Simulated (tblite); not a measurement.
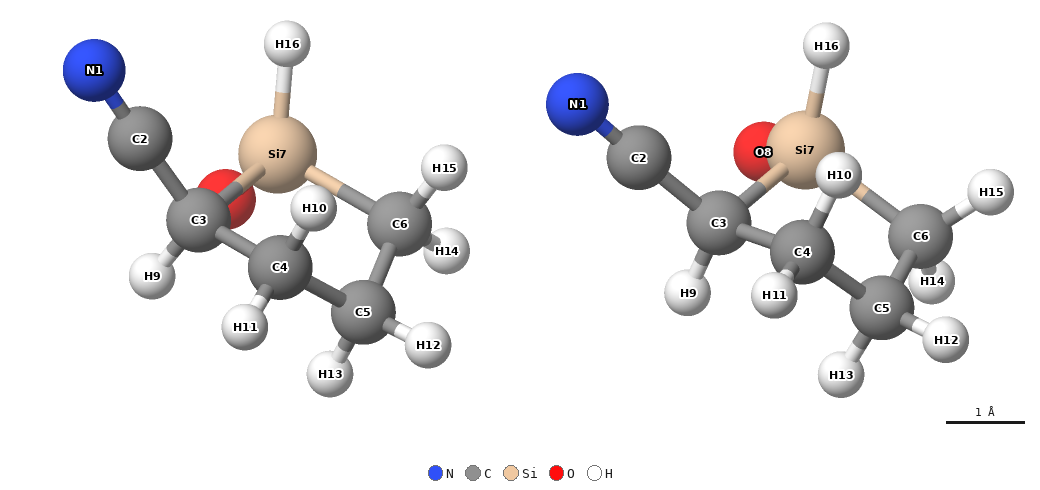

Two geometries of C₅H₈NOSi (multiplicity 2), drawn at one scale. One is the start of a relaxation, the other its converged end. The picture is a ball-and-stick view, seen from a free direction.

Level of theory: GFN2-xTB geometry optimisation, gas phase in tblite 0.8.0. 

> Which geometry has the lower energy?

The left one is the relaxed one. After 82 geometry steps the energy has fallen by 28.0 kcal/mol. O8 moves most after the best rigid fit: 0.66 Å. Largest moves by element: O 0.66 Å, N 0.65 Å, H 0.64 Å, C 0.37 Å, Si 0.34 Å. Among the contacts that change: C4–Si7 2.542 → 2.905 Å, C3–Si7 1.881 → 2.095 Å, Si7–O8 1.688 → 1.520 Å, C6–Si7 1.876 → 1.947 Å. Among the angles between lasting bonds that change: Si7–C3–H9 110.1° → 98.8°, O8–Si7–H16 114.6° → 125.6°, C4–C3–Si7 96.6° → 106.4°. The run took 0.56 s on 1 thread of Arm Neoverse V2, on a shared host.
